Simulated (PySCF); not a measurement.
# S₄: structure of the singlet

The task is one start of a wider search on S₄: the singlet, from a tetrahedron start. It is relaxed, tested by its Hessian and followed downhill if it is a saddle.

Method: PBE0, basis S def2-TZVP, no relativity, density fitting; program: PySCF 2.14.0.

### Step 1. The system as given

4 atoms, charge 0, spin multiplicity 1.

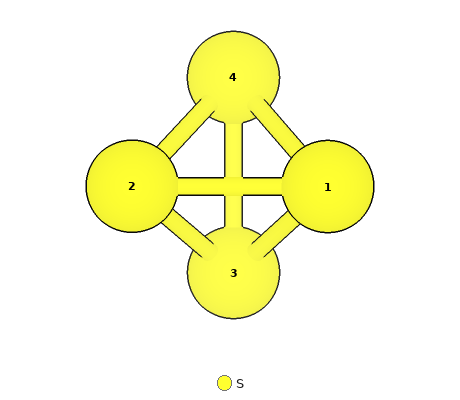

As it starts; sulfur yellow; atoms are numbered from 1 in the order of the file.

Z-matrix (Å, degrees; charge 0 multiplicity 1):
```
S
S  1 2.0599
S  1 2.0599 2 60.00
S  1 2.0599 2 60.00 3 70.53
```

### Step 2. Finding the electronic state

The steps below are one call of a driver around PySCF. For each, scf.py gives the equivalent set-up of the SCF; relaxations use the driver's own optimiser. After this first run the driver tries any further starts and a stability analysis.

Input file scf.py:

```python
from pyscf import gto, scf, dft
mol = gto.M(atom='''
S      0.728300     0.728300     0.728300
S      0.728300    -0.728300    -0.728300
S     -0.728300     0.728300    -0.728300
S     -0.728300    -0.728300     0.728300''',
    basis={'S': 'def2-TZVP'},
    charge=0, spin=0)
mf = dft.RKS(mol, xc='PBE0')
mf.grids.atom_grid = (50, 194)
aux = {'S': 'def2-universal-JKFIT'}
mf = mf.density_fit(auxbasis=aux)
mf.conv_tol = 1e-08
mf.diis_space = 10
mf.max_cycle = 60
mf.init_guess = 'minao'
mf.verbose = 4
mf.kernel()
```

Run with:

```bash
$ OMP_NUM_THREADS=4 python axn.py task.json out
```

Output (excerpt; [...] marks lines left out):

```text
[... the frontier levels of the middle cycles are left out ...]
init E= -1593.58563286322
cycle= 1 E= -1591.88566453429  delta_E=  1.7  |g|= 0.366  |ddm|= 3.09
  HOMO = -0.147014460777371  LUMO = -0.132911159856226  gap/eV = 0.38377
cycle= 2 E= -1591.47213321044  delta_E= 0.414  |g|= 1.18  |ddm|= 3.32
  HOMO = -0.133135156856809  LUMO = -0.105002816001026  gap/eV = 0.76552
cycle= 3 E= -1591.90222632555  delta_E= -0.43  |g|= 0.253  |ddm|= 3.31
cycle= 4 E= -1591.92237193135  delta_E= -0.0201  |g|= 0.0606  |ddm|= 0.531
cycle= 5 E= -1591.92350451283  delta_E= -0.00113  |g|= 0.0604  |ddm|= 0.325
cycle= 6 E= -1591.92400954205  delta_E= -0.000505  |g|= 0.0537  |ddm|= 0.201
cycle= 7 E= -1591.9249162316  delta_E= -0.000907  |g|= 0.0312  |ddm|= 0.137
cycle= 8 E= -1591.92527959742  delta_E= -0.000363  |g|= 0.026  |ddm|= 0.0992
cycle= 9 E= -1591.9256956577  delta_E= -0.000416  |g|= 0.0195  |ddm|= 0.124
cycle= 10 E= -1591.9261383991  delta_E= -0.000443  |g|= 0.015  |ddm|= 0.156
cycle= 11 E= -1591.92666532704  delta_E= -0.000527  |g|= 0.0137  |ddm|= 0.212
cycle= 12 E= -1591.92708979298  delta_E= -0.000424  |g|= 0.014  |ddm|= 0.191
cycle= 13 E= -1591.92768472487  delta_E= -0.000595  |g|= 0.0119  |ddm|= 0.299
cycle= 14 E= -1591.92733983565  delta_E= 0.000345  |g|= 0.00874  |ddm|= 0.195
cycle= 15 E= -1591.92832501581  delta_E= -0.000985  |g|= 0.00416  |ddm|= 0.676
cycle= 16 E= -1591.92843504376  delta_E= -0.00011  |g|= 0.00433  |ddm|= 0.241
cycle= 17 E= -1591.92842532982  delta_E= 9.71e-06  |g|= 0.00249  |ddm|= 0.0851
cycle= 18 E= -1591.92844803002  delta_E= -2.27e-05  |g|= 0.00189  |ddm|= 0.0663
cycle= 19 E= -1591.92846045656  delta_E= -1.24e-05  |g|= 0.000659  |ddm|= 0.0753
cycle= 20 E= -1591.92846396594  delta_E= -3.51e-06  |g|= 0.000427  |ddm|= 0.0374
cycle= 21 E= -1591.92846453417  delta_E= -5.68e-07  |g|= 0.000411  |ddm|= 0.0102
cycle= 22 E= -1591.92846548912  delta_E= -9.55e-07  |g|= 0.000413  |ddm|= 0.0228
cycle= 23 E= -1591.92846558844  delta_E= -9.93e-08  |g|= 0.000222  |ddm|= 0.00196
cycle= 24 E= -1591.92846576314  delta_E= -1.75e-07  |g|= 7.91e-05  |ddm|= 0.00794
cycle= 25 E= -1591.9284657911  delta_E= -2.8e-08  |g|= 3.5e-05  |ddm|= 0.00382
cycle= 26 E= -1591.92846579517  delta_E= -4.07e-09  |g|= 2.4e-05  |ddm|= 0.000965
  HOMO = -0.143513179411866  LUMO = -0.0928004204535782  gap/eV = 1.37996
Extra cycle  E= -1591.92846579608  delta_E= -9.19e-10  |g|= 4.88e-05  |ddm|= 0.00033
converged SCF energy = -1591.92846579608
```

This step, with its further starts and checks, took 45 s on 4 threads of Arm Neoverse V1, shared host.

Energies from each starting density:

| start | energy (Eh) |
| --- | --- |
| the minimal-basis guess | -1591.928466 |
| a thermally smeared density | -1591.924758 |
| a smeared PBE density | -1591.924758 |

No lower closed-shell solution turned up from the other starts or in the test of internal stability.

### Step 3. Relaxation: tetrahedron start, singlet

The program finds Td symmetry in the start, which this walk keeps. The walk stops when the largest gradient is under 0.0003 Eh/bohr and the energy has settled too.

scf.py: that of step 2 with these lines changed.

```diff
@@ -16 +15,0 @@
-mf.init_guess = 'minao'
```

Steps of the walk:

| step | energy (Eh) | change (kJ/mol) | largest symmetric gradient (Eh/bohr) |
| --- | --- | --- | --- |
| 0 | -1591.928466 | 0.00 | 0.09954 |
| 1 | -1592.012944 | -221.80 | 0.03142 |
| 2 | -1592.025781 | -255.50 | 0.01171 |
| 3 | -1592.028275 | -262.05 | 0.00250 |
| 4 | -1592.028408 | -262.40 | 0.00026 |
| 5 | -1592.028409 | -262.40 | 0.00001 |

The walk took 43 s.

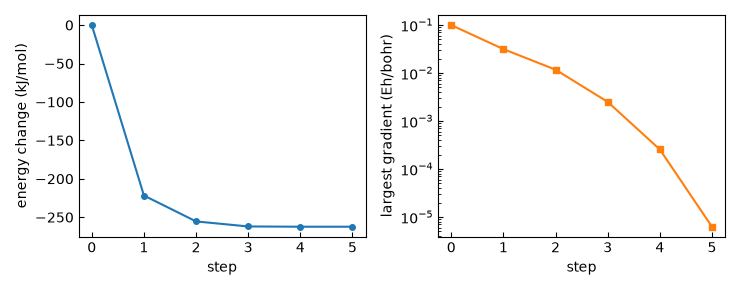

How energy and gradient fall.

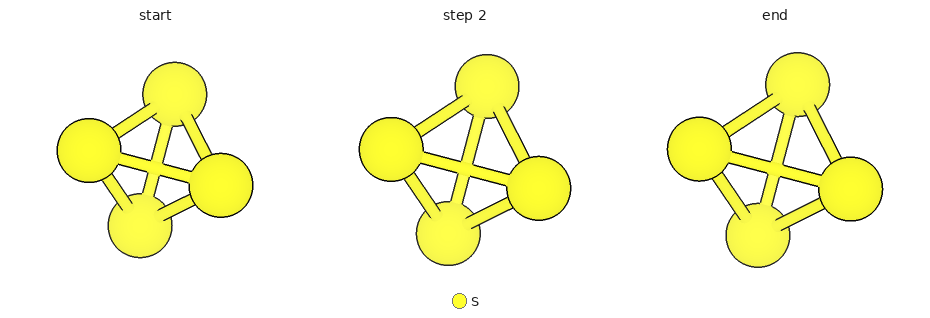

Start and end of the relaxation, with a step between.

After 5 steps and 262.4 kJ/mol it ends at Td: S–S 2.363 Å (×6); S–S–S 60.0° (×12). A gradient of 0.0218 Eh/bohr that breaks the symmetry is left: this electronic state wants a lower symmetry.

### Step 4. Releasing the symmetry

The geometry is nudged along the force that breaks the symmetry.

The program finds D2d symmetry in the start, which may break. Threshold on the gradient: 0.0003 Eh/bohr, with a further test on the energy change.

scf.py: that of step 3 with these lines changed.

```diff
@@ -3,4 +3,4 @@
-S      0.728300     0.728300     0.728300
-S      0.728300    -0.728300    -0.728300
-S     -0.728300     0.728300    -0.728300
-S     -0.728300    -0.728300     0.728300''',
+S      0.879149     0.785595     0.879156
+S      0.879154    -0.785590    -0.879156
+S     -0.879154     0.785600    -0.879147
+S     -0.879149    -0.785605     0.879147''',
```

The optimiser's trace:

| step | energy (Eh) | change (kJ/mol) | largest gradient (Eh/bohr) |
| --- | --- | --- | --- |
| 0 | -1592.065207 | 0.00 | 0.08020 |
| 1 | -1592.170618 | -276.76 | 0.06544 |
| 2 | -1592.231671 | -437.05 | 0.01947 |
| 3 | -1592.238165 | -454.10 | 0.00415 |
| 4 | -1592.238938 | -456.13 | 0.00163 |
| 5 | -1592.239038 | -456.39 | 0.00011 |
| 6 | -1592.239039 | -456.40 | 0.00002 |

The walk took 56 s.

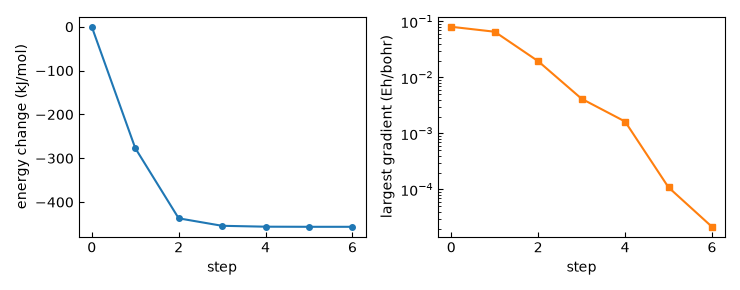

How energy and gradient fall.

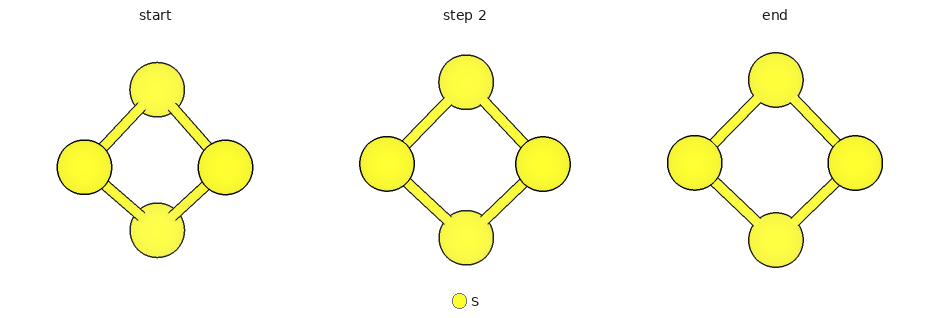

The geometry along the walk, at one scale.

After 6 steps and 456.4 kJ/mol it ends at D2d: S–S 2.099 Å (×4); S–S–S 84.8° (×4).

### Step 5. Vibrations and properties at this point

On the finer grid the gradient is checked again; gradients at displacements of ±0.02 bohr then give force constants and infrared intensities.

scf.py: that of step 4 with these lines changed.

```diff
@@ -3,4 +3,4 @@
-S      0.879149     0.785595     0.879156
-S      0.879154    -0.785590    -0.879156
-S     -0.879154     0.785600    -0.879147
-S     -0.879149    -0.785605     0.879147''',
+S      1.000989     0.314890     1.000992
+S      1.000991    -0.314883    -1.000992
+S     -1.000991     0.314895    -1.000988
+S     -1.000989    -0.314902     1.000988''',
@@ -10 +10 @@
-mf.grids.atom_grid = (50, 194)
+mf.grids.atom_grid = (75, 302)
@@ -13 +13 @@
-mf.conv_tol = 1e-08
+mf.conv_tol = 1e-10
```

This SCF starts from the last density.

SCF at the final geometry:

```text
init E= -1592.23898523545
  HOMO = -0.228769740260184  LUMO = -0.101591399692416  gap/eV = 3.46070
cycle= 1 E= -1592.23898523545  delta_E= 1.59e-12  |g|= 9.22e-07  |ddm|= 1.62e-06
  HOMO = -0.22876965101656  LUMO = -0.101591315691711  gap/eV = 3.46070
Extra cycle  E= -1592.23898523545  delta_E= -2.27e-13  |g|= 1.45e-06  |ddm|= 2.03e-06
converged SCF energy = -1592.23898523545
```

The whole step took 1.7 min.

Geometry: D2d; S–S 2.099 Å (×4); S–S–S 84.8° (×4).

Modes, for the most abundant isotopes:

```
symmetry  ω (cm⁻¹)  IR (km/mol)
      a1       211          0.0
      b2       303          0.0
       e       454          0.0
      b1       483          0.0
      a1       544          0.0
```

Every mode is real; the point is a minimum.

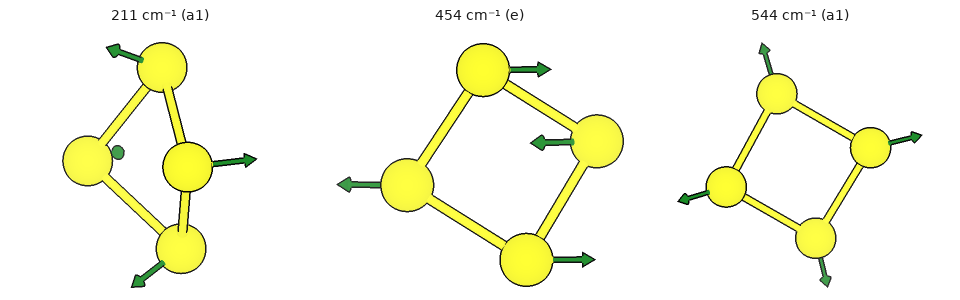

How the atoms move in 3 of the modes.

Properties at this point:

```
Dipole moment                                                   : 0.00 D
Highest occupied level                                          : -6.23 eV
Lowest empty level                                              : -2.76 eV
Rotational constants                                            : 0.1197, 0.1197, 0.06578 cm⁻¹
Zero-point energy                                               : 14.7 kJ/mol
Principal polarisabilities                                      : 44.2, 75.3, 75.3 bohr³
Atomisation energy without zero-point energy                    : 903 kJ/mol
Principal traceless quadrupole moments about the centre of mass : -5.39, 2.69, 2.69 D Å
Entropy at 298.15 K and 1 bar                                   : 296.7 J/(mol K)
Heat capacity Cp at 298.15 K                                    : 69.4 J/(mol K)
Enthalpy at 298.15 K above 0 K                                  : 14.93 kJ/mol
Rotational symmetry number                                      : 4
```

Populations by atom (charges in e):

```
atom  Mulliken  Löwdin  polar tensor  Mayer order to S1
  S1      0.00    0.00          0.00                  –
S2,4      0.00    0.00          0.00               1.08
  S3      0.00    0.00          0.00               0.07
```

Mulliken populations on S1: s 5.88, p 9.94, d 0.17, f 0.01.

### Step 6. Stability of the closed shell

At the lowest minimum the closed shell is tested against spin polarisation, on the (50, 194) grid. It is stable.

### Step 7. Outcome

| quantity | value |
| --- | --- |
| minimum | singlet, D2d |
| geometry | S–S 2.099 Å (×4); S–S–S 84.8° (×4) |
| wavenumbers (cm⁻¹) | 211 (a1), 303 (b2), 454 (e), 483 (b1), 544 (a1) |
| dipole moment | 0.00 D |
| highest occupied, lowest empty level | -6.23, -2.76 eV |
| polar-tensor charge of S1 | -0.00 e |
| zero-point energy | 14.7 kJ/mol |
| entropy at 298.15 K | 296.7 J/(mol K) |
| atomisation energy (no zero-point energy) | 903 kJ/mol |

In words: From Td at the start the molecule goes to a D2d minimum. Other starts or spin states, not run here, may lie lower.

The search up to here took 4.4 min on 4 threads of Arm Neoverse V1, shared host.
